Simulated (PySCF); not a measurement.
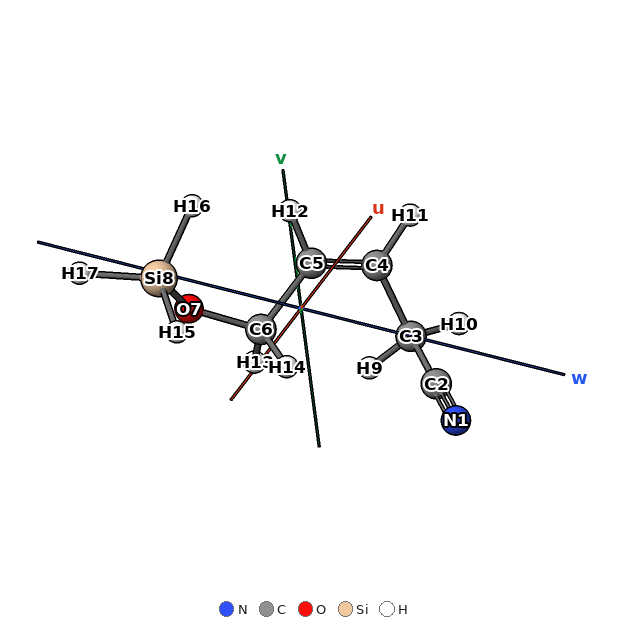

The lines u, v and w are the principal axes of the static dipole polarisability. The geometry was computed by an optimisation with GFN2-xTB. No frequency run is at hand to confirm it as a minimum. Method: CAM-B3LYP/def2-SVPD (PySCF 2.14.0).

Along which axis is the molecule most polarisable, and along which least?

Most along w (nearly parallel to the C6–O7 bond), least along u.

Give the three principal values.

u 74.7, v 87.4, w 109.2 bohr³; mean 90.4, anisotropy 30.2 bohr³.

The geometry is semi-empirical. Around Si such bond lengths and angles can be off by a tenth of an ångström or more and by several degrees, and values that hang on the shape move with them.
